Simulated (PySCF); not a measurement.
# C₃H₁₃NSi₂: electronic excitations at several levels of theory, part 1 of 2

How much do the electronic excitations of C₃H₁₃NSi₂ (`CN(C)[SiH2]C[SiH3]`) depend on the level of theory, and what does each level cost?

The runs use PySCF 2.14.0, with density-fitted response routines of our own; the level of theory stands in each step. All values are computed, except where a source is named. Atoms are numbered from 0 throughout.

## 1. The starting structure

19 atoms, charge 0, multiplicity 1; geometry from: GFN2-xTB.

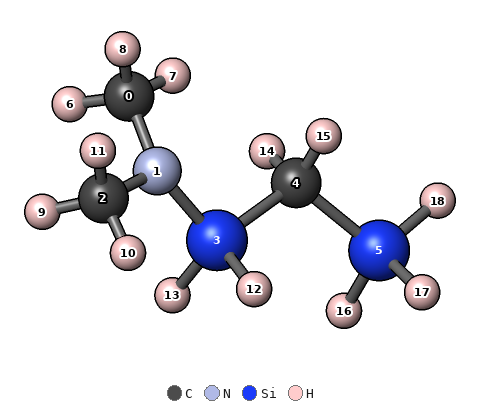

The starting geometry (carbon dark grey, nitrogen light blue, silicon blue, hydrogen pink), atoms numbered.

## 2. Geometry optimisation at PBE0-D3(BJ)/def2-SVP

What the job is given:

```
{"job": {"xc": "PBE0", "basis": "def2-SVP", "d3": "d3bj", "grid": 1, "kind": "geom"}, "charge": 0, "multiplicity": 1}
C     -1.851525     1.041210     0.586332
N     -1.341665    -0.272174     0.280761
C     -2.400292    -1.203045    -0.012680
Si     0.233043    -0.530698    -0.367534
C      1.449988     0.619695     0.516836
Si     3.264262     0.215686     0.162488
H     -2.384081     1.481107    -0.266757
H     -1.033753     1.700342     0.861857
H     -2.550413     0.980185     1.426058
H     -2.976211    -0.901537    -0.896463
H     -1.980608    -2.187961    -0.195732
H     -3.087395    -1.263608     0.836188
H      0.510559    -1.941812    -0.082077
H      0.354695    -0.307136    -1.823296
H      1.265285     1.652119     0.220338
H      1.277447     0.571803     1.591653
H      3.539774     0.355156    -1.268985
H      3.574658    -1.149758     0.587220
H      4.126426     1.149677     0.896987
```

The log of the run:

```text
step   0  E = -755.12993554  max force = 0.014740
step   1  E = -755.13355668  max force = 0.004187
step   2  E = -755.13373710  max force = 0.001422
step   3  E = -755.13374976  max force = 0.002599
step   4  E = -755.13378911  max force = 0.000458
step   5  E = -755.13380543  max force = 0.000345
step   6  E = -755.13382821  max force = 0.000384
step   7  E = -755.13385549  max force = 0.000342
step   8  E = -755.13388552  max force = 0.000355
step   9  E = -755.13389420  max force = 0.000205
optimisation converged
```

It took 1.8 min on 1 thread, shared host.

Step by step:

| step | energy from step 0 (eV) | largest force component (eV/Å) |
| --- | --- | --- |
| 0 | 0.0000 | 0.7580 |
| 1 | -0.0985 | 0.2153 |
| 2 | -0.1034 | 0.0731 |
| 3 | -0.1038 | 0.1336 |
| 4 | -0.1049 | 0.0236 |
| 5 | -0.1053 | 0.0177 |
| 6 | -0.1059 | 0.0197 |
| 7 | -0.1067 | 0.0176 |
| 8 | -0.1075 | 0.0183 |
| 9 | -0.1077 | 0.0105 |

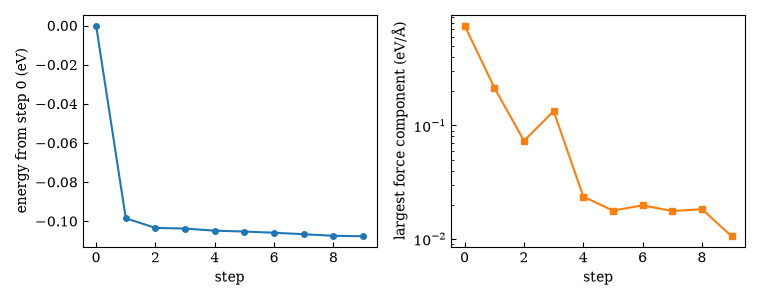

Energy and force, step by step.

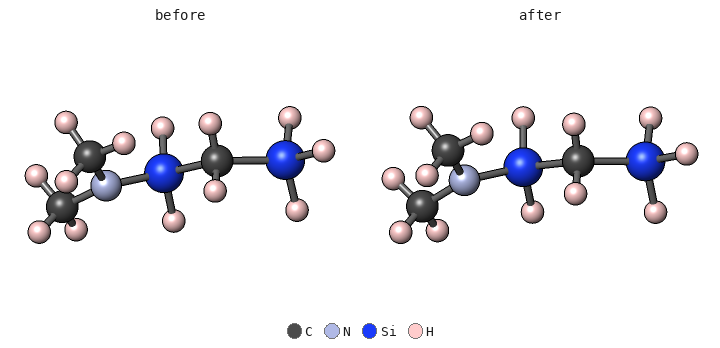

The geometry before (left) and after (right).

Close pairs (by a distance rule), those that changed most:

| bond | before (Å) | after (Å) | change (Å) |
| --- | --- | --- | --- |
| Si5–H17 | 1.463 | 1.495 | +0.032 |
| Si5–H16 | 1.464 | 1.496 | +0.032 |
| Si3–H12 | 1.466 | 1.496 | +0.029 |
| Si5–H18 | 1.468 | 1.496 | +0.028 |
| Si3–H13 | 1.478 | 1.506 | +0.028 |
| N1–Si3 | 1.722 | 1.739 | +0.017 |
| Si3–C4 | 1.894 | 1.879 | -0.015 |
| C0–H7 | 1.086 | 1.101 | +0.015 |

The end geometry stands in the next job.

| at the end point | value |
| --- | --- |
| point group (found at 0.08 Å tolerance) | C1 |
| rotational constants (GHz, main isotopes) | 5.741, 0.914, 0.833 |
| dipole moment (D) | 1.53 |

## 3. TDDFT and polarisability: CAM-B3LYP/def2-SVPD

What the job is given:

```
{"job": {"kind": "uv", "xc": "CAM-B3LYP", "basis": "def2-SVPD", "ip": true}, "charge": 0, "multiplicity": 1}
C     -1.786975     1.201435     0.490121
N     -1.275619    -0.115910     0.213126
C     -2.299834    -1.112870     0.033251
Si     0.323338    -0.349524    -0.430305
C      1.584467     0.656149     0.532530
Si     3.375342     0.206161     0.171763
H     -2.394559     1.616281    -0.341098
H     -0.966820     1.908513     0.686398
H     -2.430805     1.192272     1.389627
H     -2.953193    -0.913973    -0.841657
H     -1.851861    -2.108567    -0.105320
H     -2.955689    -1.165555     0.922591
H      0.607170    -1.813511    -0.316945
H      0.472484     0.024487    -1.881268
H      1.453936     1.728210     0.305259
H      1.396123     0.521552     1.611565
H      3.669601     0.353020    -1.287562
H      3.649332    -1.210609     0.564011
H      4.312133     1.093111     0.929252
```

Level: TDDFT CAM-B3LYP/def2-SVPD, vertical, gas phase, core orbitals frozen in the response.

The log of the run:

```text
coarse grid: 15632 points
cycle   1  E = -755.3583875929  dE =  2.045e-01  |g| = 3.720e-01  |ddm| = 5.461e+00
cycle   2  E = -755.3650291443  dE = -6.642e-03  |g| = 3.542e-01  |ddm| = 9.455e-01
cycle   3  E = -755.3937025953  dE = -2.867e-02  |g| = 5.706e-02  |ddm| = 4.412e-01
cycle   4  E = -755.3943475365  dE = -6.449e-04  |g| = 2.388e-02  |ddm| = 9.584e-02
cycle   5  E = -755.3944774593  dE = -1.299e-04  |g| = 4.693e-03  |ddm| = 3.252e-02
cycle   6  E = -755.3944836302  dE = -6.171e-06  |g| = 7.268e-04  |ddm| = 9.260e-03
final grid: 138304 points
cycle   7  E = -755.4988864778  dE = -2.506e-05  |g| = 2.859e-03  |ddm| = 7.538e-02
cycle   8  E = -755.4988867448  dE = -2.670e-07  |g| = 2.751e-03  |ddm| = 1.093e-02
cycle   9  E = -755.4988886662  dE = -1.921e-06  |g| = 2.917e-04  |ddm| = 3.392e-03
cycle  10  E = -755.4988886812  dE = -1.504e-08  |g| = 1.571e-04  |ddm| = 5.253e-04
cycle  11  E = -755.4988886865  dE = -5.279e-09  |g| = 2.707e-05  |ddm| = 2.780e-04
cycle  12  E = -755.4988886867  dE = -2.087e-10  |g| = 7.393e-06  |ddm| = 5.240e-05
converged SCF energy = -755.4988886867

Static polarisability (au): isotropic 101.524, principal 87.118 95.008 122.447

Singlet excitations
state   eV       nm        f      main configurations
  1   5.8431    212.2   0.01194   H->L+1 0.56, H->L 0.37
  2   6.2861    197.2   0.02640   H->L 0.46, H->L+1 0.26, H->L+2 0.12
  3   6.5891    188.2   0.02640   H->L+3 0.57, H->L+2 0.28
  4   7.0239    176.5   0.01055   H->L+4 0.43, H->L+2 0.20, H->L+3 0.20
  5   7.3236    169.3   0.03827   H->L+5 0.41, H->L+6 0.33
  6   7.5137    165.0   0.00102   H->L+7 0.40, H->L+9 0.18, H->L+5 0.15
  7   7.6523    162.0   0.00584   H->L+7 0.32, H->L+11 0.14, H->L+9 0.12
  8   7.7319    160.4   0.03551   H->L+9 0.34, H->L+4 0.26, H->L+2 0.15
  9   7.9200    156.5   0.01356   H->L+8 0.17, H->L+5 0.16, H->L+6 0.13
 10   7.9906    155.2   0.07143   H->L+11 0.63

Triplet excitations (Tamm-Dancoff, eV): 5.6947 6.0810 6.3556 6.8528
Vertical ionisation energy (delta-SCF) = 8.2694 eV
```

Run time: 1.7 min. Hardware: 1 thread, shared host.

Frontier orbitals and where they lie:

| orbital | eV | atoms |
| --- | --- | --- |
| HOMO−3 | -10.71 | Si3 22 %, H13 16 %, C4 15 % |
| HOMO−2 | -10.58 | C4 24 %, Si5 18 %, Si3 14 % |
| HOMO−1 | -10.12 | C4 31 %, Si5 16 %, Si3 16 % |
| HOMO | -7.68 | N1 54 %, C2 9 %, C0 8 % |
| LUMO | 1.08 | Si5 21 %, Si3 15 %, C4 10 % |
| LUMO+1 | 1.34 | Si5 16 %, C2 14 %, Si3 13 % |
| LUMO+2 | 1.62 | Si5 28 %, H18 10 %, Si3 8 % |

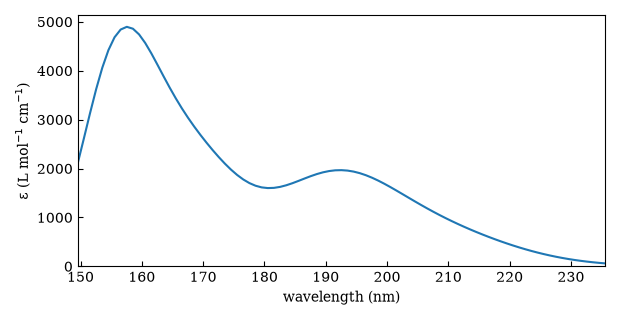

Absorption spectrum: each of the 10 states is a Gaussian band of 0.4 eV half-width at 1/e. Beyond the last state computed it falls off for lack of states.

Further results of this job:

| property | computed |
| --- | --- |
| dipole moment (D) | 1.46 |
| polarisability (Å³) | 15.04 |
| HOMO–LUMO gap (eV) | 8.76 |
| −ε(HOMO) (eV) | 7.68 |

## 4. Ultraviolet spectrum: wB97X-D/def2-SVPD

Same as in step 3 but for these lines:

```diff
@@ -1,2 +1,2 @@
-{"job": {"kind": "uv", "xc": "CAM-B3LYP", "basis": "def2-SVPD", "ip": true}, "charge": 0, "multiplicity": 1}
+{"job": {"kind": "uv", "xc": "wB97X-D", "basis": "def2-SVPD", "ip": true}, "charge": 0, "multiplicity": 1}
 C     -1.786975     1.201435     0.490121
```

With the program's defaults for keys left out, this is: TDDFT wB97X-D/def2-SVPD, vertical, gas phase, core orbitals frozen in the response.

The log of the run:

```text
coarse grid: 15632 points
cycle   1  E = -755.3987348880  dE =  2.188e-01  |g| = 3.380e-01  |ddm| = 5.215e+00
cycle   2  E = -755.4119877877  dE = -1.325e-02  |g| = 2.814e-01  |ddm| = 9.406e-01
cycle   3  E = -755.4294721592  dE = -1.748e-02  |g| = 5.052e-02  |ddm| = 3.537e-01
cycle   4  E = -755.4300663279  dE = -5.942e-04  |g| = 1.850e-02  |ddm| = 1.108e-01
cycle   5  E = -755.4301488933  dE = -8.257e-05  |g| = 3.898e-03  |ddm| = 3.724e-02
cycle   6  E = -755.4301539059  dE = -5.013e-06  |g| = 6.994e-04  |ddm| = 1.294e-02
final grid: 138304 points
cycle   7  E = -755.5324788631  dE = -8.992e-05  |g| = 4.568e-03  |ddm| = 1.447e-01
cycle   8  E = -755.5324809029  dE = -2.040e-06  |g| = 4.000e-03  |ddm| = 2.041e-02
cycle   9  E = -755.5324844048  dE = -3.502e-06  |g| = 6.341e-04  |ddm| = 5.132e-03
cycle  10  E = -755.5324845059  dE = -1.011e-07  |g| = 2.626e-04  |ddm| = 2.003e-03
cycle  11  E = -755.5324845249  dE = -1.896e-08  |g| = 5.642e-05  |ddm| = 7.456e-04
cycle  12  E = -755.5324845261  dE = -1.271e-09  |g| = 1.427e-05  |ddm| = 2.570e-04
cycle  13  E = -755.5324845262  dE = -1.091e-10  |g| = 5.512e-06  |ddm| = 8.001e-05
converged SCF energy = -755.5324845262

Static polarisability (au): isotropic 101.506, principal 87.033 94.978 122.506

Singlet excitations
state   eV       nm        f      main configurations
  1   6.0099    206.3   0.00816   H->L+1 0.72, H->L 0.17
  2   6.4525    192.1   0.02783   H->L 0.57, H->L+2 0.13, H->L+7 0.10
  3   6.7375    184.0   0.03323   H->L+3 0.51, H->L+2 0.29
  4   7.2996    169.9   0.01532   H->L+4 0.51, H->L+2 0.13, H->L+3 0.13
  5   7.5461    164.3   0.04214   H->L+6 0.48, H->L+8 0.16, H->L+4 0.09
  6   7.7395    160.2   0.00444   H->L+7 0.37, H->L+5 0.17, H->L+6 0.15
  7   7.9004    156.9   0.00956   H->L+11 0.28, H->L+7 0.24, H->L+9 0.12
  8   8.0428    154.2   0.04205   H->L+10 0.37, H->L+4 0.13, H->L+12 0.11
  9   8.2151    150.9   0.00596   H-1->L 0.16, H->L+8 0.13, H->L+3 0.13
 10   8.2341    150.6   0.04892   H->L+11 0.38, H->L+9 0.14, H->L+12 0.11

Triplet excitations (Tamm-Dancoff, eV): 5.8973 6.2779 6.5773 7.1399
Vertical ionisation energy (delta-SCF) = 8.2411 eV
```

Run time: 100 s. Hardware: 1 thread, shared host.

Key values: HOMO -8.18 eV, LUMO 1.97 eV; lowest singlet 6.01 eV.

(Continued in part 2 of 2.)
